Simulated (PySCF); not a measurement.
# HCl: a failed or faulty run and its cure

System: HCl.
Method of run A: RKS-b3pw91/x2c-tzvpall, stability (PySCF 2.14.0).

The run did not end well. Text and figures count atoms from 1; the logs count them from 0 in places.

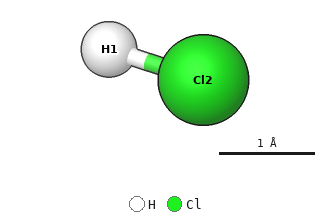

The structure as given in the input (ball-and-stick view, seen at an oblique angle; atoms are numbered from 1 in the order of the input). Bond lengths as drawn: Cl–H 1.16 Å.

## The input, run A
```python
from pyscf import gto, dft

mol = gto.M(
    atom='H 0 0 0; Cl 0 0 1.161',
    basis='x2c-tzvpall',
    charge=0,
    spin=0,
    verbose=3,
)
mf = dft.RKS(mol, xc='b3pw91')
mf = mf.sfx2c1e()
mf.max_cycle = 5
mf.kernel()
mf.stability(internal=True, external=True)
mf.dip_moment()
print('orbital energies (hartree):', mf.mo_energy[..., max(0, mol.nelec[1]-3):mol.nelec[0]+3].round(4))
```

Command:
```bash
OMP_NUM_THREADS=1 python input.py
```

Hardware: 1 CPU thread, shared host.

## Output (run A)
```
SCF not converged.
SCF energy = -462.191982301273
<class 'pyscf.x2c.sfx2c1e.sfX2C1eRKS'> wavefunction is stable in the internal stability analysis
<class 'pyscf.x2c.sfx2c1e.sfX2C1eRKS'> wavefunction is stable in the real -> complex stability analysis
<class 'pyscf.x2c.sfx2c1e.sfX2C1eRKS'> wavefunction is stable in the RHF/RKS -> UHF/UKS stability analysis
Dipole moment(X, Y, Z, Debye):  0.00000, -0.00000, -1.12640
orbital energies (hartree): [-0.4916 -0.3387 -0.3387  0.0398  0.1801  0.3754]
```

Q: What should be changed in this input?

A: The run did not converge. Its last values are not results.

A run of the same system that converges differs from this input as follows (lines with − go, lines with + come):
```diff
-mf.max_cycle = 5
```

## Output (run B)
```
converged SCF energy = -462.191982375304
<class 'pyscf.x2c.sfx2c1e.sfX2C1eRKS'> wavefunction is stable in the internal stability analysis
<class 'pyscf.x2c.sfx2c1e.sfX2C1eRKS'> wavefunction is stable in the real -> complex stability analysis
<class 'pyscf.x2c.sfx2c1e.sfX2C1eRKS'> wavefunction is stable in the RHF/RKS -> UHF/UKS stability analysis
Dipole moment(X, Y, Z, Debye):  0.00000, -0.00000, -1.12392
orbital energies (hartree): [-0.4917 -0.3387 -0.3387  0.0398  0.1801  0.3754]
```

## The two runs side by side

| quantity | run A | run B |
| --- | --- | --- |
| outcome | not converged | converged |
| SCF energy (hartree) | – | −462.191982 |
| dipole moment (D) | – | 1.12 |
| wall time (shared host) | 4.6 s | 4.9 s |
